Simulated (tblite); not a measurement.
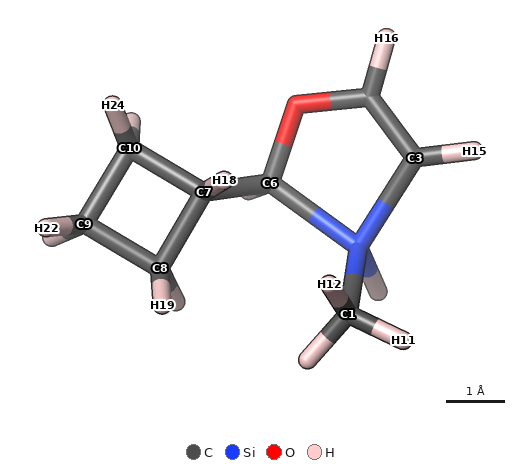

The input geometry (stick view, seen at a tilt; atoms are numbered from 1 in the order of the input).

Frequency calculation of C$_{8}$H$_{14}$OSi

- system: C$_{8}$H$_{14}$OSi
- method: GFN2-xTB harmonic vibrations, gas phase (tblite 0.8.0)

It belongs to a series of runs on one base structure; here: H on C replaced by cBu.

**Input**
```
{"job": {"kind": "ir", "xc": "GFN2-xTB", "basis": "xTB"}, "charge": 0, "multiplicity": 1}
C      2.129202    -0.962751     1.286898
Si     1.882531    -0.397148    -0.507339
C      2.513629     1.308350    -0.922999
C      1.486588     2.057015    -1.340406
O      0.239152     1.580759    -1.408135
C      0.101444     0.228900    -0.933071
C     -0.881436     0.225078     0.227109
C     -1.338137    -1.164643     0.702212
C     -2.804584    -0.745915     0.511507
C     -2.343359     0.578993    -0.113239
H      3.183637    -1.134439     1.477701
H      1.781925    -0.221661     2.000426
H      1.605015    -1.891723     1.485962
H      2.264908    -1.481850    -1.428558
H      3.509230     1.707422    -0.878594
H      1.541840     3.089766    -1.659761
H     -0.339879    -0.330635    -1.765054
H     -0.482719     0.844772     1.032228
H     -1.057633    -1.425665     1.720313
H     -1.020484    -1.963436     0.034040
H     -3.390598    -1.389319    -0.141536
H     -3.342449    -0.618364     1.448788
H     -2.522816     0.647756    -1.184065
H     -2.726743     1.478502     0.363128
```

The first line tells a small driver script what to run in tblite; the rest is the geometry in Å.

Machine: 1 CPU thread, shared host.

Run as:
```bash
OMP_NUM_THREADS=1 python <driver script> task.json out
```

**Output**
```
mode    cm-1     km/mol
  1      33.9      0.01
  2      56.5      0.25
  3      62.7      0.12
  4     112.5      0.02
  5     131.8      0.02
  6     164.7      0.97
  7     169.6      1.53
  8     282.6      1.05
  9     334.5      5.95
 10     364.4      4.05
 11     426.1     41.61
 12     480.2     13.21
 13     566.9     80.49
 14     652.4     69.07
 15     665.9     41.24
 16     697.3     12.59
 17     730.6      8.06
 18     744.8      6.55
 19     786.7     37.45
 20     800.4      9.93
 21     808.6     42.13
 22     818.6      4.13
 23     837.7    106.71
 24     862.9    135.24
 25     883.9      4.02
 26     937.5      8.02
 27     966.2     29.35
 28     997.5      0.60
 29    1032.3      1.60
 30    1044.2     11.58
 31    1051.4     99.11
 32    1074.0      5.16
 33    1101.9      0.12
 34    1152.7      0.81
 35    1177.0     28.49
 36    1183.6     37.18
 37    1190.3      1.25
 38    1219.5     13.29
 39    1239.0      0.33
 40    1248.2      0.56
 41    1252.9      1.46
 42    1263.2      0.37
 43    1270.8      4.80
 44    1298.6     18.17
 45    1341.7     10.57
 46    1369.3     11.57
 47    1474.0      0.42
 48    1476.6      0.07
 49    1480.1      1.32
 50    1487.7      0.57
 51    1496.5      0.21
 52    1599.9    289.72
 53    2174.2    376.45
 54    2906.0     44.42
 55    2961.8     33.32
 56    2992.4      6.07
 57    3003.6      5.55
 58    3010.8     37.90
 59    3015.4     68.94
 60    3020.5     88.45
 61    3021.2     60.39
 62    3041.3     21.12
 63    3049.4     29.14
 64    3050.6     41.45
 65    3051.9     21.36
 66    3136.5     24.02
```

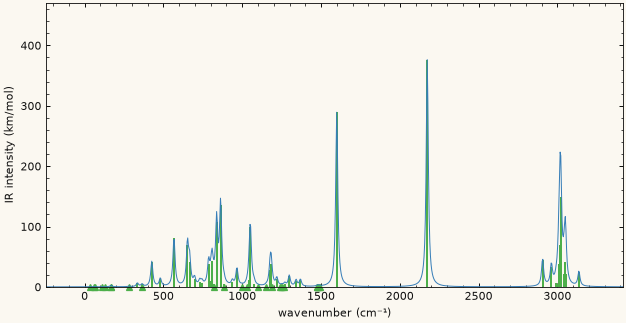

Harmonic infrared spectrum, unscaled: sticks (degenerate modes added up, dark ones marked on the axis) with a Lorentzian envelope of 16 cm⁻¹ full width, scaled to the tallest stick. 66 modes from 34 to 3136 cm⁻¹, none imaginary. The strongest line is at 2174 cm⁻¹ (376 km/mol).

**Key numbers**

- outcome: converged
- total energy: −816.8076 eV
- zero-point energy: 124.8570 kcal/mol
- wall time: 1.1 s
- peak memory: 0.18 GiB
